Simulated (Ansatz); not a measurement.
**Cl4FHOW···HCl: density, localisation and related maps**

Input

```
crystal:
  periodic: [false, false, false]
  atoms:
    - { symbol: W, position_ang: [0.195873, 0.109993, -0.241554] }
    - { symbol: F, position_ang: [-0.175604, 0.254253, 1.580239] }
    - { symbol: Cl, position_ang: [2.481558, 0.012643, -0.506002] }
    - { symbol: Cl, position_ang: [0.277265, 2.426519, -0.327275] }
    - { symbol: Cl, position_ang: [-2.187156, 0.120407, -0.36125] }
    - { symbol: Cl, position_ang: [0.226511, -2.190041, 0.154378] }
    - { symbol: O, position_ang: [-0.003708, -0.086631, -2.095641] }
    - { symbol: H, position_ang: [-0.838482, -0.14368, -2.601999] }
    - { symbol: Cl, position_ang: [2.198694, 1.615094, 2.362614] }
    - { symbol: H, position_ang: [0.994848, 1.426141, 2.907189] }
basis:
  gaussian: { orbitals: def2-SVP }
hamiltonian:
  xc: pbe
relax:
  f_tol: 0.03
  max_steps: 50
output:
  orbitals: {}
```

Command:

```sh
ansatz run input.yaml --threads 4 --pin off --max-ram 5120MiB --backend cpu --events-out ev --progress --plain --runs-dir out
```

The fields are those of the run's last geometry, not of the input's.

Core potentials replace the inner electrons of W.

All numbers below come from RKS PBE/def2-SVP in Ansatz.

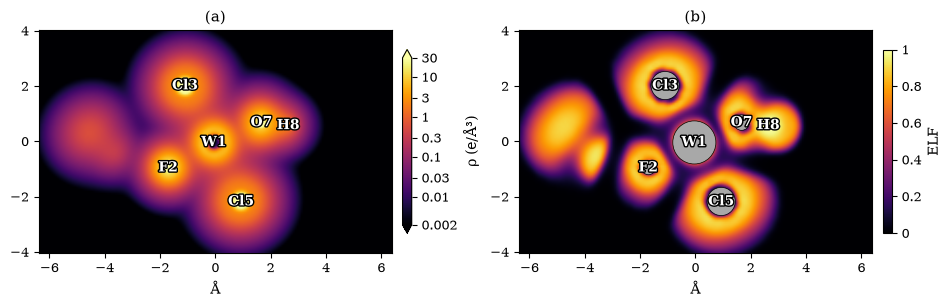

Figure 1. (a) electron density; (b) electron localisation function on the plane of atoms Cl5, W1 and O7. Grey discs cover the atomic cores in the ELF map.

Read the bonding off the picture.

Answer. The section cuts through W, F, Cl, O and H sites. W–O (1.85 Å): ρ is about 1.2 e/Å³ halfway; the ELF peaks at about 0.80 in the valence shell of O, 0.5 Å from its nucleus, and drops to about 0.20 between the two atoms. W–F (1.90 Å): ρ at the midpoint is about 1 e/Å³; the ELF peaks at about 0.85 in the valence shell of F, 0.5 Å from its nucleus, and drops to about 0.25 between the two atoms. W–Cl (2.31 Å): the density is about 0.66 e/Å³ at the midpoint; the ELF peaks at about 0.85 in the valence shell of Cl, 0.9 Å from its nucleus, and is about 0.35 at the midpoint. O–H (0.97 Å): the density is about 3.6 e/Å³ at the midpoint; the ELF climbs to about 1 towards the hydrogen, as it does in any bond to H; a covalent bond by its length. The ELF also peaks beside Cl9, away from the bonds: lone-pair regions.

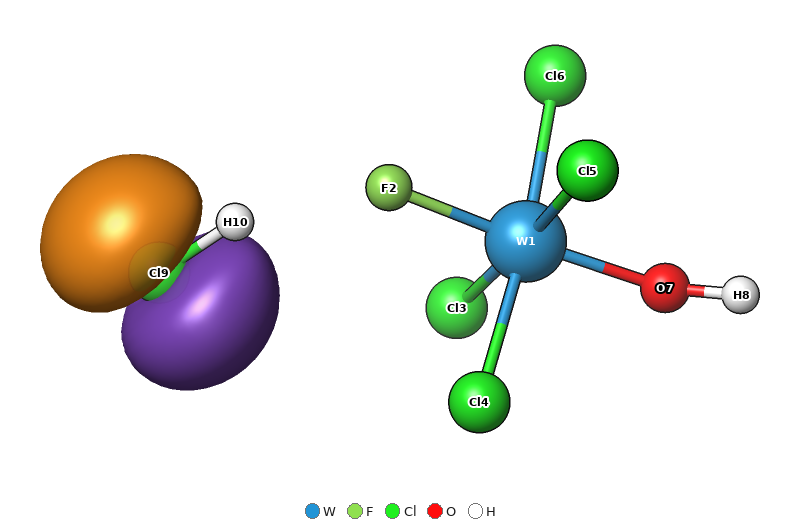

Figure 2. The HOMO−1 at ±0.15 Å⁻³ᐟ² (orange and purple are the two phases), seen across its widest extent.

Describe this orbital and give its energy.

Answer. By Hirshfeld shares it lies mainly on Cl9 (about 95 %); largely a lone pair of Cl9. Its energy is −7.06 eV.

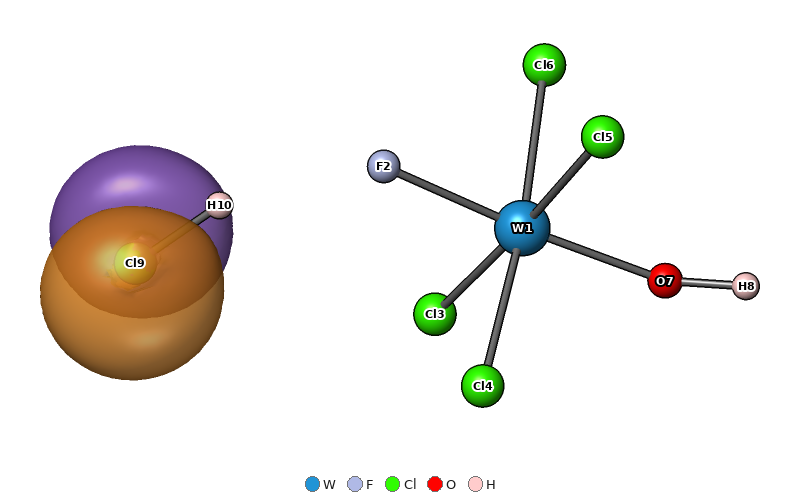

Figure 3. The HOMO at ±0.15 Å⁻³ᐟ² (orange and purple are the two phases), seen across its widest extent.

Where does this orbital lie, and at what energy?

Answer. Its weight (Hirshfeld) is mainly on Cl9 (about 95 %); largely a lone pair of Cl9. Its energy is −7.04 eV.
